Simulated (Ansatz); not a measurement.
AlClGaH5OSi (SMILES [SiH3][O][Al]([Cl])[GaH2])

Input file:

```
crystal:
  periodic: [false, false, false]
  atoms:
    - {symbol: Si, position_ang: [1.142280, -1.528190, 1.394421]}
    - {symbol: O, position_ang: [0.335884, -0.522416, 0.396400]}
    - {symbol: Al, position_ang: [-0.606440, 0.028326, -0.881470]}
    - {symbol: Cl, position_ang: [-1.346389, -1.416794, -2.224825]}
    - {symbol: Ga, position_ang: [-1.122632, 2.452207, -1.198596]}
    - {symbol: H, position_ang: [2.252685, -2.196009, 0.665376]}
    - {symbol: H, position_ang: [0.225469, -2.566136, 1.935554]}
    - {symbol: H, position_ang: [1.707653, -0.747022, 2.525638]}
    - {symbol: H, position_ang: [-2.400658, 3.110459, -0.559056]}
    - {symbol: H, position_ang: [-0.187820, 3.385574, -2.053432]}
basis:
  gaussian: {orbitals: def2-TZVPP}
hamiltonian: {xc: pbe0, dispersion: d4}
output: {orbitals: {seedname: orbitals}}
```

Launched as:

```sh
ansatz run in.yaml --threads 4 --pin off --events-out ev --progress --plain --max-ram 10444MiB
```

Geometry: PBE0-D4/def2-TZVP.

Method: RKS PBE0-D4/def2-TZVPP (Ansatz 0.2.0).

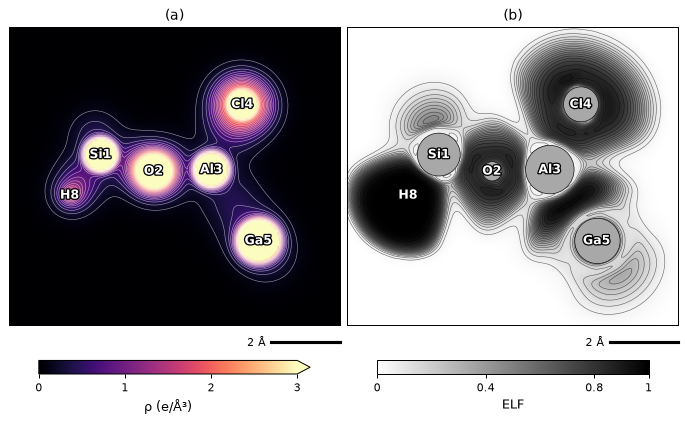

Figure 1. (a) electron density; (b) ELF on the plane of atoms O2, Al3 and Ga5. Grey discs cover the atomic cores in the ELF map.

Q: Read the bonding off the picture.

A: The plane passes through Si, O, Al, Cl, Ga and H nuclei.
Si–O (1.63 Å): ρ at the midpoint is about 1.2 e/Å³; the ELF peaks at about 0.85 between the atoms, as expected for a shared but strongly polarised pair.
Al–O (1.68 Å): the density is about 0.91 e/Å³ at the midpoint; the ELF peaks at about 0.85 in the valence shell of O, 0.6 Å from its nucleus, and is about 0.40 at the midpoint.
Al–Cl (2.11 Å): ρ at the midpoint is about 0.72 e/Å³; the ELF peaks at about 0.85 in the valence shell of Cl, 0.9 Å from its nucleus, and is about 0.80 at the midpoint.
Al–Ga (2.50 Å): the density is about 0.45 e/Å³ at the midpoint; the ELF peaks at about 0.95 between the atoms, as expected for localised, covalent bonding.
Si–H (1.49 Å): the density is about 0.83 e/Å³ at the midpoint; the ELF climbs to about 1 towards the hydrogen, as it does in any bond to H.
The ELF also peaks beside O2 and Cl4, away from the bonds: lone-pair regions.

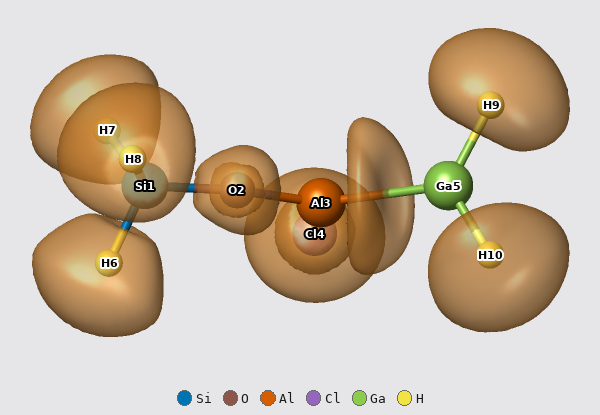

Figure 2. Isosurface of the electron localisation function at 0.8 (orange), seen from one side. Only the valence region is drawn (cores and ρ < 0.01 e/Å³ removed).

Q: Describe the localisation domains.

A: The surface consists of one region between bonded Al–Ga atoms (shared pairs), five regions around hydrogen nuclei, one region on Cl in which the atom's valence shell and bonds are merged and one region wrapped around O (its valence shell).

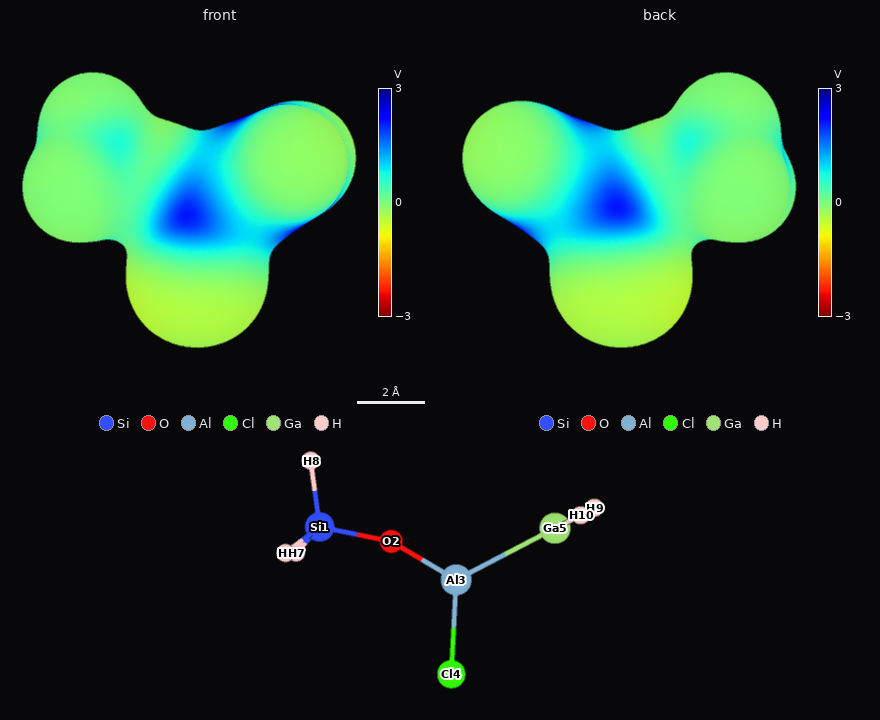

Figure 3. The electrostatic potential painted on the density surface at 0.001 e/bohr³, seen from the front and from behind; red is negative and blue positive. The bare structure is drawn below in the same view.

Q: Which sites attract a positive test charge, and which a negative one?

A: A positive charge is drawn to the negative regions and a negative charge to the positive ones. The most negative region (about −0.5 V) lies over Cl4, the most positive (about +2.5 V) over Ga5.
